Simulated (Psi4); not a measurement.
**HF/def2-QZVPP (density fitting, sweep point 6) run of C2H4B− (SMILES [BH3-]C#C)**

What is the vertical electron affinity of C2H4B− at HF/def2-QZVPP (density fitting, sweep point 6)? 

The results are computed with Psi4 1.11.

### 1 The structure to begin with

C2H4B−: 7 atoms, total charge -1, spin state singlet. SMILES: `[BH3-]C#C`. Geometry: relaxed at GFN2-xTB.

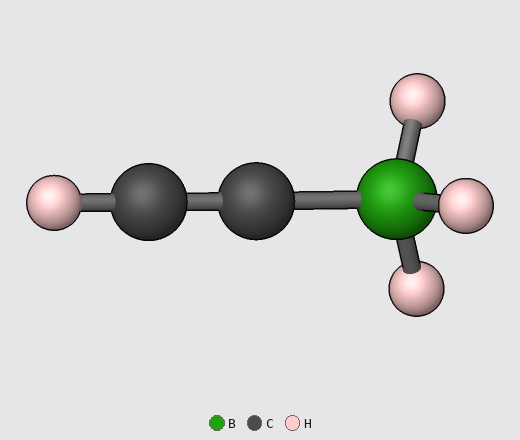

Viewed from a chosen angle; boron green, carbon dark grey, hydrogen pink.

### 2 A single-point energy at HF/def2-QZVPP (density fitting, sweep point 6)

Contents of run.py:

```python
import psi4

psi4.set_memory(1600000000)
psi4.set_num_threads(1)
psi4.set_output_file('output.dat', False)

molecule = psi4.geometry("""
-1 1
B     -1.44108625     1.10872121    -0.47708026
C      0.83455975    -0.65416649     0.27453941
C      2.58346348    -1.99163905     0.85580027
H     -3.29415168    -0.19496304    -1.00522091
H     -0.84848703     2.39524676    -2.32169862
H     -1.95975937     2.50585243     1.30827629
H      4.12546110    -3.16905181     1.36538382
units au
symmetry c1
""")

psi4.set_options({
    'reference': 'rhf',
    'puream': True,
    'scf_type': 'df',
})

e_tot, wfn = psi4.energy('scf/def2-QZVPP', return_wfn=True)
print(f'total energy {e_tot:.8f} hartree = {e_tot * 27.211386:.5f} eV')
for k, v in sorted(psi4.core.scalar_variables().items()):
    print(f'{k:45s} {v:18.10f}')
```

The run is started by

```console
python run.py
```

output.dat:

```text
[...]
  Running in c1 symmetry.
[...]
  Nuclear repulsion =   51.234110011036833
[...]
  Multiplicity = 1
[...]
  Nalpha       = 11
  Nbeta        = 11
[...]
    Number of basis functions: 291
[...]
   @DF-RHF iter   1:  -102.57513360556283   -1.09626e+00   1.66788e-03 DIIS/ADIIS
[...]
   @DF-RHF iter   8:  -102.73222583470591   -2.46212e-08   1.04493e-07 DIIS
[...]
    Orbital Energies [Eh]
    ---------------------
    Doubly Occupied:
       1A    -11.020801     2A    -11.009800     3A     -7.321476
       4A     -0.817005     5A     -0.561606     6A     -0.492771
       7A     -0.297457     8A     -0.254084     9A     -0.253969
      10A     -0.168930    11A     -0.168922
[...]
  @DF-RHF Final Energy:  -102.73222583470591
   => Energetics <=
    Nuclear Repulsion Energy =             51.2341100110368330
    One-Electron Energy =                -243.1989840425066518
    Two-Electron Energy =                  89.2326481967639182
    Total Energy =                       -102.7322258347059147
[...]
 Multipole Moments:
 ------------------------------------------------------------------------------------
     Multipole            Electronic (a.u.)      Nuclear  (a.u.)        Total (a.u.)
 ------------------------------------------------------------------------------------
 L = 1.  Multiply by 2.5417464519 to convert [e a0] to [Debye]
 Dipole X            :          2.4620427           -1.1312279            1.3308148
 Dipole Y            :         -1.9089152            0.8850202           -1.0238950
 Dipole Z            :          0.8133478           -0.3733886            0.4399592
 Magnitude           :                                                    1.7357976
[...]
```

On the terminal:

```text
total energy -102.73222583 hartree = -2795.48625 eV
CURRENT ENERGY                                   -102.7322258347
CURRENT REFERENCE ENERGY                         -102.7322258347
DD SOLVATION ENERGY                                 0.0000000000
HF KINETIC ENERGY                                 102.7300826783
HF POTENTIAL ENERGY                              -205.4623085130
HF TOTAL ENERGY                                  -102.7322258347
HF VIRIAL RATIO                                     2.0000208620
NUCLEAR REPULSION ENERGY                           51.2341100110
ONE-ELECTRON ENERGY                              -243.1989840425
PCM POLARIZATION ENERGY                             0.0000000000
PE ENERGY                                           0.0000000000
SCF ITERATION ENERGY                             -102.7322258347
SCF ITERATIONS                                      8.0000000000
SCF TOTAL ENERGY                                 -102.7322258347
TWO-ELECTRON ENERGY                                89.2326481968
```

It took 9.3 s on 1 thread of AMD EPYC, shared host; peak memory 0.44 GiB.

### 3 Doublet [C2H4B]2− at the same level

Contents of c2h4b.py:

```python
import psi4

psi4.set_memory(1600000000)
psi4.set_num_threads(1)
psi4.core.set_output_file('psi4.out', False)

molecule = psi4.geometry("""
-2 2
B     -1.44108625     1.10872121    -0.47708026
C      0.83455975    -0.65416649     0.27453941
C      2.58346348    -1.99163905     0.85580027
H     -3.29415168    -0.19496304    -1.00522091
H     -0.84848703     2.39524676    -2.32169862
H     -1.95975937     2.50585243     1.30827629
H      4.12546110    -3.16905181     1.36538382
units bohr
symmetry c1
""")

psi4.set_options({
    'basis': 'def2-QZVPP',
    'reference': 'uhf',
    'puream': True,
    'scf_type': 'df',
    'maxiter': 150,
})

e_tot, wfn = psi4.energy("scf", return_wfn=True)
print(f'total energy {e_tot:.8f} hartree = {e_tot * 27.211386:.5f} eV')
```

The run is started by

```console
python c2h4b.py
```

psi4.out:

```text
[...]
  Running in c1 symmetry.
[...]
  Nuclear repulsion =   51.234110011036833
[...]
  Multiplicity = 2
[...]
  Nalpha       = 12
  Nbeta        = 11
[...]
    Number of basis functions: 291
[...]
   @DF-UHF iter   1:  -102.04250243020923   -5.63631e-01   2.43157e-03 DIIS/ADIIS
[...]
   @DF-UHF iter  53:  -102.46781268540340    8.88208e-07   6.44186e-07 DIIS
[...]
   @S^2 Observed:                7.506360850E-01
[...]
    Orbital Energies [Eh]
    ---------------------
    Alpha Occupied:
       1A    -10.887019     2A    -10.873981     3A     -7.173806
       4A     -0.685635     5A     -0.424531     6A     -0.353457
       7A     -0.152846     8A     -0.113827     9A     -0.113728
      10A     -0.030632    11A     -0.030604    12A      0.262139
    Alpha Virtual:
      13A      0.339668    14A      0.388152    15A      0.388175
      16A      0.399460    17A      0.455506    18A      0.455630
      19A      0.474667    20A      0.515489    21A      0.515567
      22A      0.562887    23A      0.569810    24A      0.569959
      25A      0.658169    26A      0.658223    27A      0.676149
[...]
  @DF-UHF Final Energy:  -102.46781268540340
   => Energetics <=
    Nuclear Repulsion Energy =             51.2341100110368330
    One-Electron Energy =                -246.0007646261596506
    Two-Electron Energy =                  92.2988419297194298
    Total Energy =                       -102.4678126854034019
  UHF NO Occupations:
  HONO-2 :   10  A 1.9999634
  HONO-1 :   11  A 1.9997934
[...]
 Multipole Moments:
 ------------------------------------------------------------------------------------
     Multipole            Electronic (a.u.)      Nuclear  (a.u.)        Total (a.u.)
 ------------------------------------------------------------------------------------
 L = 1.  Multiply by 2.5417464519 to convert [e a0] to [Debye]
 Dipole X            :          4.4686981           -1.1312279            3.3374702
 Dipole Y            :         -3.4882250            0.8850202           -2.6032048
 Dipole Z            :          1.4751421           -0.3733886            1.1017534
 Magnitude           :                                                    4.3736990
[...]
```

On the terminal:

```text
total energy -102.46781269 hartree = -2788.29120 eV
```

Run time: 36 s. Hardware: 1 thread of AMD EPYC, shared host; peak memory 0.44 GiB.

### 4 What came out

At HF/def2-QZVPP (density fitting, sweep point 6):

| quantity | value |
| --- | --- |
| singlet C2H4B−: total energy | -102.73223 Eh |
| singlet C2H4B−: HOMO energy | -4.60 eV |
| singlet C2H4B−: LUMO energy | 6.70 eV |
| singlet C2H4B−: HOMO–LUMO gap (to an unbound level, set by the basis) | 11.30 eV |
| doublet [C2H4B]2−: total energy | -102.46781 Eh |
| doublet [C2H4B]2−: HOMO energy (highest over α and β) | 7.13 eV |
| doublet [C2H4B]2−: LUMO energy (lowest over α and β) | 9.24 eV |
| doublet [C2H4B]2−: ⟨S²⟩ | 0.751 |
| vertical electron affinity (to the doublet dianion) | -7.195 eV |

**Reading.** The dianion lies 7.20 eV (694 kJ/mol) above the anion: the electron isn't bound at this level, and such a value depends on the basis. Without diffuse functions anions come out too high. Hartree–Fock misses the correlation that binds many anions. The HOMO (doublet [C2H4B]2−) lies at positive energy, 7.13 eV: the electron is unbound at this level or held by a compact basis; values depend on the basis.
